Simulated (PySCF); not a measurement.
F···H₂O···H₂O···H₂O (SMILES [F-].O.O.O) (charge −1)

The calculation's input:

```
{"job": {"kind": "inter", "xc": "wB97M-D3(BJ)", "basis": "def2-TZVPD", "pairs": true}, "charge": -1, "multiplicity": 1, "parts": [{"atoms": "0-0", "charge": -1, "multiplicity": 1}, {"atoms": "1-3", "charge": 0, "multiplicity": 1}, {"atoms": "4-6", "charge": 0, "multiplicity": 1}, {"atoms": "7-9", "charge": 0, "multiplicity": 1}]}
F     -1.105714    -0.057090    -1.419518
O     -0.546583     2.375832    -2.116089
H     -0.838599     1.516968    -1.703045
H      0.227948     2.074947    -2.604115
O     -2.188906     0.234294    -3.746013
H     -2.019607     1.182547    -3.737429
H     -1.885244    -0.008283    -2.826780
O      0.812268    -0.241312    -3.163434
H      0.158295    -0.250448    -3.872041
H      0.207312    -0.254791    -2.373620
```

Run with:

```sh
OMP_NUM_THREADS=1 python cluster_run.py task.json out
```

Geometry: PBE0-D3(BJ)/def2-SVPD.

Method: wB97M-D3(BJ)/def2-TZVPD, SCF density, gas phase in PySCF.

Q: Predict the electron density and electron localisation function between the atoms.

A: F1···H7 (1.61 Å): the density falls to about 0.35 e/Å³ on the way; the ELF dips to about 0.15 between them; by its geometry a hydrogen bond between the two molecules, with no shared pair.
O–H (0.96 Å): ρ is about 3.7 e/Å³ halfway; the ELF climbs to about 1 towards the hydrogen, as it does in any bond to H: a covalent bond by its length.

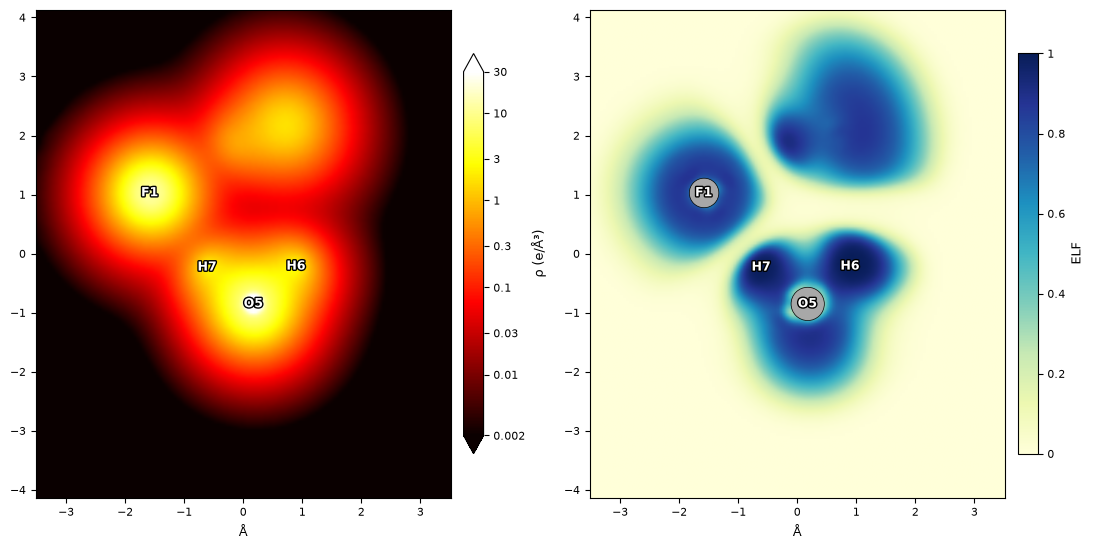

Computed electron density and electron localisation function on the plane of atoms H6, O5 and H7, in this order. Grey discs cover the atomic cores in the ELF map. 
